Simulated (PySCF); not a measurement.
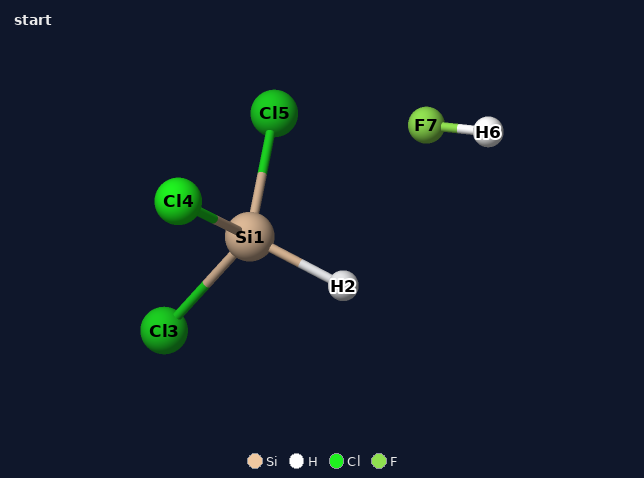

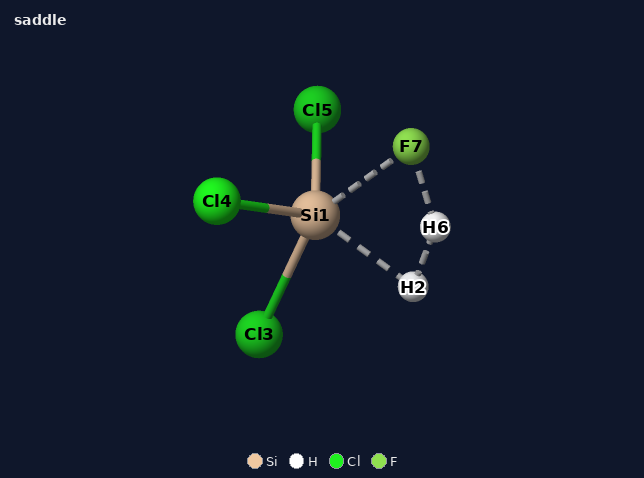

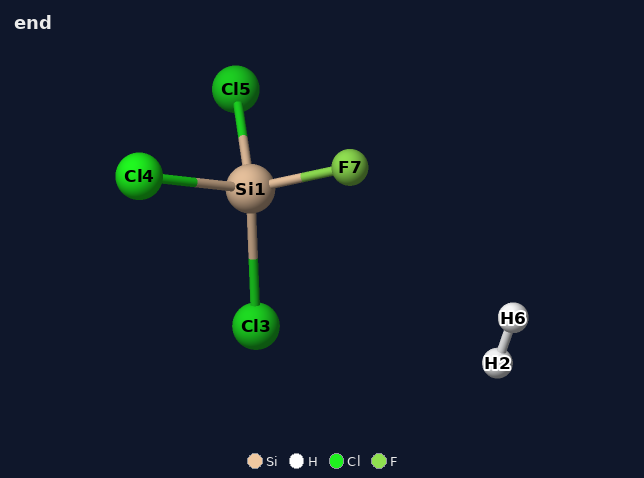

A saddle point and the two end points reached downhill from it. Broken sticks mark bonds that form or break. Charge 0, singlet. Geometries: PBE0-D4/def2-TZVP; all other levels are single points on them, and energies count from the start as drawn. Program: PySCF 2.14.0. In CBS estimates cores are frozen, and CCSD(T) − MP2 is taken in the smaller basis.

Q: Which bonds form and which break from start to end?

A: Formed: Si1–F7, H2–H6; broken: Si1–H2, H6–F7. At the saddle point Si1···F7 is 1.89 Å, H2···H6 is 0.99 Å, Si1···H2 is 1.66 Å, H6···F7 is 1.18 Å.

Give the electronic barrier and the reaction energy from start to end in kJ/mol (no zero-point energy) with CCSD(T)/CBS (MP2 limit from def2-TZVPP and def2-QZVPP plus CCSD(T) − MP2); PBE-D4/def2-SVP; r2SCAN-D4/def2-TZVPP; RHF/STO-3G.

```json
{"level": "CCSD(T)/CBS (MP2 limit from def2-TZVPP and def2-QZVPP plus CCSD(T) − MP2)", "barrier": "160.7", "reaction energy": "−112.5"}
{"level": "PBE-D4/def2-SVP", "barrier": "97.4", "reaction energy": "−109.0"}
{"level": "r2SCAN-D4/def2-TZVPP", "barrier": "131.1", "reaction energy": "−121.9"}
{"level": "RHF/STO-3G", "barrier": "335.5", "reaction energy": "−62.3"}
```
